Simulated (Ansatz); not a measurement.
**GeSe (Germanium monoselenide): CCSD/aug-cc-pVTZ**

What is the vertical ionisation energy of GeSe (Germanium monoselenide) at CCSD/aug-cc-pVTZ? 

The results are computed with Ansatz 0.2.0.

30 further runs of the same task are left out: 30 set aside as unsound or not needed.

**1. The system as given**

The species is GeSe (2 atoms), meant as a singlet with charge 0. As SMILES, `[Ge-]#[Se+]`. Geometry: the measured bond length.

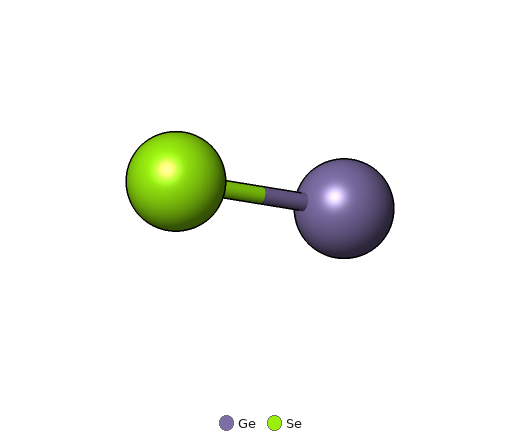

Viewed from a chosen angle; germanium purple, selenium green.

**2. The energy at CCSD/aug-cc-pVTZ**

The input, run.yaml:

```yaml
basis:
  gaussian:
    orbitals: aug-cc-pVTZ
crystal:
  periodic: [false, false, false]
  atoms:
    - {symbol: Ge, position_ang: [0.000000, 0.000000, 0.000000]}
    - {symbol: Se, position_ang: [0.000000, 0.000000, 2.134629]}
accuracy: high
scf:
  omitted_lower_state_checks: [cluster_reference, increment]
correlation:
  method: ccsd
  frozen_orbitals: {Ge: 9, Se: 9}
```

Command:

```sh
$ ansatz run run.yaml --threads 1 --pin off --max-ram 3480MiB --events-out events.jsonl --progress --plain --runs-dir runs
```

Standard output, shortened:

```text
Warning: RAYON_NUM_THREADS=1 ignored (pool sized by the plan → 1); use --threads N
Functional definition: HF
  name "HF"
[...]
1490 factors; integrals over basis functions are off by at most 4.0e-9 eV
[...]
mean field -121780.09110263 eV, -4475.3358025110 hartree, gradient 2.2e-8 eV, S^2 0.000000; 0 other end points of the search recorded, 0 dependent functions left out
18 core orbitals not correlated: weight in the atoms' cores, before any rotation towards them, 1.000 or more for the frozen orbitals, at most 0.000 for the correlated occupied ones
reference -121780.09110263 eV, -4475.3358025110 hartree; 15, 15 occupied and 85, 85 virtual orbitals, 1490 factors
second order -10.40959998 eV of doubles, -0.00000000 eV of singles
cycle   1  -10.19372475 eV  change    2.2e-1 eV  update   1.2e-1
[...]
cycle  20  -10.64479676 eV  change    1.2e-9 eV  update   1.9e-9
Total energy: -121790.73589939 eV, -4475.7269915767 hartree
Checks for a lower state left out: cluster_reference, increment
```

It took 12 s on 1 thread of Arm Neoverse V2, shared host; peak memory 0.53 GiB.

**3. The doublet cation**

The input, molecule.yaml:

```yaml
crystal:
  periodic: [false, false, false]
  atoms:
    - {symbol: Ge, position_ang: [0.000000, 0.000000, 0.000000]}
    - {symbol: Se, position_ang: [0.000000, 0.000000, 2.134629]}
basis:
  gaussian:
    orbitals: aug-cc-pVTZ
total_charge: 1
magnetization:
  spin_polarized: true
  initial_magnetization: 1
correlation:
  method: ccsd
  frozen_orbitals: {Ge: 9, Se: 9}
accuracy: high
scf:
  omitted_lower_state_checks: [cluster_reference, increment]
```

Command:

```sh
$ ansatz run molecule.yaml --threads 1 --pin off --max-ram 3480MiB --events-out events.jsonl --progress --plain --runs-dir runs
```

Standard output, shortened:

```text
Warning: RAYON_NUM_THREADS=1 ignored (pool sized by the plan → 1); use --threads N
[... 2 set-up lines as earlier in the session ...]
[...]
1490 factors; integrals over basis functions are off by at most 4.0e-9 eV
[...]
mean field -121771.54876991 eV, -4475.0218775740 hartree, gradient 1.8e-8 eV, S^2 0.762859; 16 other end points of the search recorded, 0 dependent functions left out
18 core orbitals not correlated: weight in the atoms' cores, before any rotation towards them, 1.000 or more for the frozen orbitals, at most 0.000 for the correlated occupied ones
reference -121771.54876991 eV, -4475.0218775740 hartree; 15, 14 occupied and 85, 86 virtual orbitals, 1490 factors
second order -8.92836883 eV of doubles, -0.00000000 eV of singles
cycle   1  -9.08330519 eV  change   -1.5e-1 eV  update   8.6e-2
[...]
cycle  23  -9.46726184 eV  change   7.4e-10 eV  update   1.8e-9
Total energy: -121781.01603176 eV, -4475.3697930296 hartree
Checks for a lower state left out: cluster_reference, increment
```

Run time: 79 s. Hardware: 1 thread of Arm Neoverse V2, shared host; peak memory 0.96 GiB.

**4. Outcome**

At CCSD/aug-cc-pVTZ, 18 core orbitals frozen:

```
                                                    quantity           value
                                  singlet GeSe: total energy  -4475.72699 Eh
  singlet GeSe: correlation energy (18 core orbitals frozen)      -391.2 mEh
                                 singlet GeSe: T1 diagnostic           0.017
                                doublet cation: total energy  -4475.36979 Eh
doublet cation: correlation energy (18 core orbitals frozen)      -347.9 mEh
           doublet cation: ⟨S²⟩ of the reference determinant           0.763
                               doublet cation: T1 diagnostic           0.013
          vertical ionisation energy (to the doublet cation)        9.720 eV
```

The vertical ionisation energy comes to 9.72 eV (938 kJ/mol).
